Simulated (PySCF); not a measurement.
C4H6FOSi2 (doublet)

Input

```
{"job": {"kind": "epr", "basis": "pcH-1"}, "charge": 0, "multiplicity": 2}
F     -1.637059    -2.414969    -0.646316
C     -1.572625    -1.116217    -0.320997
C     -2.652967    -0.213356    -0.298938
C     -2.101264     0.973944     0.080336
O     -0.778345     0.850405     0.282298
C     -0.425262    -0.440643     0.032484
Si     1.329752    -0.955470     0.339354
Si     2.873599     0.725272     0.249733
H     -3.677011    -0.421458    -0.527582
H     -2.533545     1.942524     0.234103
H      1.446156    -2.285878    -0.261899
H      3.423648     1.070761    -1.069066
H      2.286389     1.948007     0.801302
H      4.017857     0.336605     1.083022
```

Run with:

```sh
OMP_NUM_THREADS=1 python probes_run.py task.json out
```

Geometry: GFN2-xTB.

Method: UKS B3LYP, pcH-1 on C F H O Si, non-relativistic, mean-field spin-orbit, GIAO (PySCF).

### What can the converged electron density, electron localisation function and spin density tell about the bonding?

C–F (1.34 Å): ρ at the midpoint is about 2.3 e/Å³; the ELF peaks at about 0.85 between the atoms, as expected for a shared but strongly polarised pair.
C–O (1.34 Å): the density is about 2.4 e/Å³ at the midpoint; the ELF peaks at about 0.90 between the atoms, as expected for a polar covalent bond.
C–C (1.36 Å): ρ is about 2.2 e/Å³ halfway; the ELF peaks at about 0.95 between the atoms (a covalent bond).
C–Si (1.85 Å): ρ at the midpoint is about 0.95 e/Å³; the ELF peaks at about 0.95 between the atoms; localised, covalent bonding.
The unpaired spin (1 electron) lies mostly on Si7 (about 0.7), Si8 (about 0.1), C2 (about 0.1) and C4 (about 0.1), in electrons by Hirshfeld's partition.

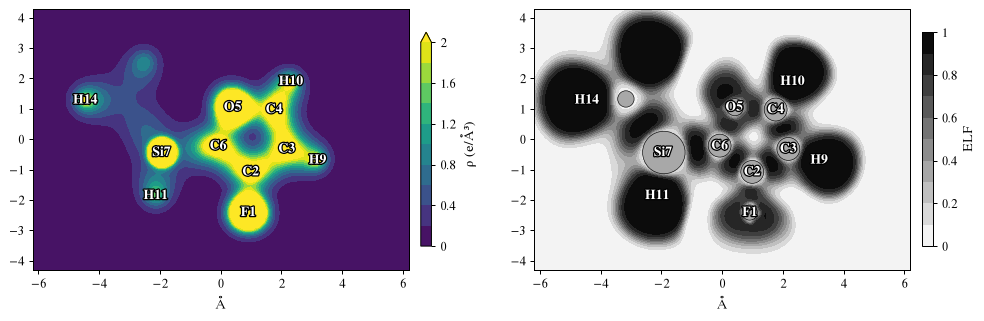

Computed electron density and electron localisation function on the plane of atoms F1, C2 and C3, in this order. Grey discs cover the atomic cores in the ELF map. 
